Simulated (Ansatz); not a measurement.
# Fields on a plane of BP (zinc blende)

```xyz
2
Lattice="0.0000 2.2742 2.2742 2.2742 0.0000 2.2742 2.2742 2.2742 0.0000" Properties=species:S:1:pos:R:3 pbc="T T T"
P      1.1371     1.1371     1.1371
B      0.0000     0.0000     0.0000
```

The slice is a {100} plane (indices of the conventional cell) through the point (0.000, 0.000, 0.000) (fractional), spanned by u = [100] and v = [0 1 -1] in vectors of this cell: u (3.22 Å) and v (3.22 Å, at 90° to u). It covers one period; positions are fractions (u, v).

Atoms on it: B at (0.00, 0.00).

Calculation: PBE (plane waves to 420 eV, PAW, scalar-relativistic; Ansatz, a program for electronic structure). k mesh 12×12×12. These are valence fields of a PAW run, semicore shells included where kept as valence: close to a nucleus they are smooth pseudo fields. BP was relaxed with its symmetry unable to fall.

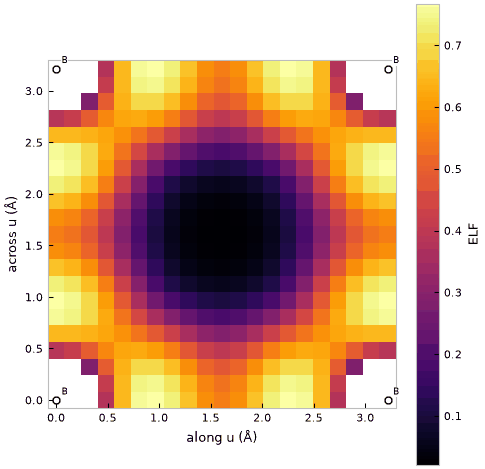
*Electron localisation function (ELF), one period of the plane, atoms marked. Points within 0.4 Å of a nucleus are left white, as the pseudised field means little there.*

```
|78999887766677889998|
|99999877666667789999|
|99998776655566778999|
|99987765544455677899|
|98877654433344567788|
|88776543322233456778|
|77765432211122345677|
|77665432100012345667|
|66654321000001234566|
|66654321000001234566|
|66654321000001234566|
|77665432100012345667|
|77765432211122345677|
|88776543322233456778|
|98877654433344567788|
|99987765544455677899|
|99998776655566778999|
|99999877666667789999|
|78999887766677889998|
|57999987766677899997|
```
Scale: ten equal steps from -1.31 (start of '0') to -0.15 (end of '9'), in the order '0123456789'. Values: log₁₀ of the valence density in e/Å³. The map has 20 points along u (one character each, u = 0 at the left) and 20 along v (v = 0 in the bottom row). The scale is logarithmic, as a density can span decades between atoms and voids.
